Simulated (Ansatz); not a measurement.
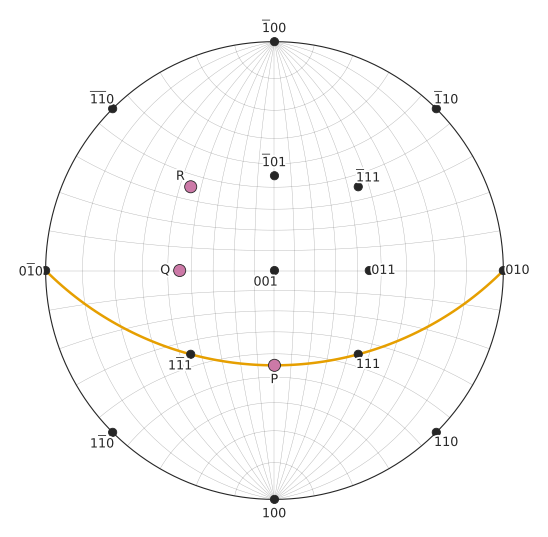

Stereographic projection of plane normals (upper hemisphere) centred on (0 0 1). Crystal: CeO2, coordinates from a relaxation with DFT, PBE, plane waves, PAW in Ansatz 0.2.0. Geometry calculated from the standardised cell; symmetry tolerance 0.002 Å.

a = 5.464 Å, b = 5.464 Å, c = 5.464 Å, α = 90.00°, β = 90.00°, γ = 90.00°.

### Index the poles marked P, Q, R.

P is (1 0 1), 45.0° from the centre; Q is (0 −1 1), 45.0° from the centre; R is (−1 −1 1), 54.7° from the centre.

### Which zone does the coloured great circle trace?

The zone [1 0 −1]: its poles satisfy h − l = 0.

### What is the angle between the normals of (0 1 1) and (−1 1 1), and what are their d_hkl = 1/|g|?

35.3°; d = 3.864 Å and 3.155 Å.
